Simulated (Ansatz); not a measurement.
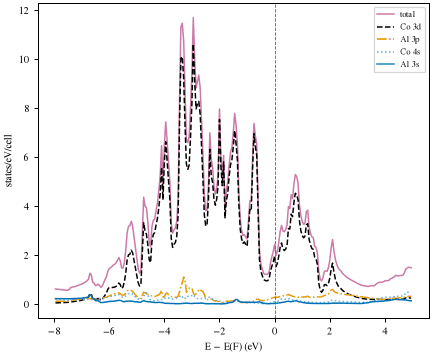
Fig. 1. Total and projected density of states of AlCo3 (Cu3Au type, Pm-3m), plane-wave PAW r²SCAN (Ansatz code)

Which orbitals carry the states next to the Fermi level?

Within 0.5 eV of the Fermi level: Co 3d 78 %, Al 3p 12 %. Projections are on Löwdin-orthogonalised atomic valence shells; empty p or d shells of many metals are not among them.

Where is the tallest occupied peak in this window, and what makes it?

Near -2.9 eV, about 12 states/eV per cell; the largest projected share is Co 3d.

The workflow started from a Materials Project entry (that database holds measured and hypothetical structures alike); the Crystallography Open Database copy checked does not list it. Whether it is the stable phase at ambient conditions was not checked. The cell was relaxed with r²SCAN under the symmetry of its start; whether a distortion lowers the energy is not shown. The final state is ferromagnetic, chosen from 4 collinear starts compared on coarse meshes (ties went to the first, and starts can fall back to one state), not a proven ground state. Other orbital occupations within this spin state were not tried.

Potentials: the later of the program's two PAW sets.
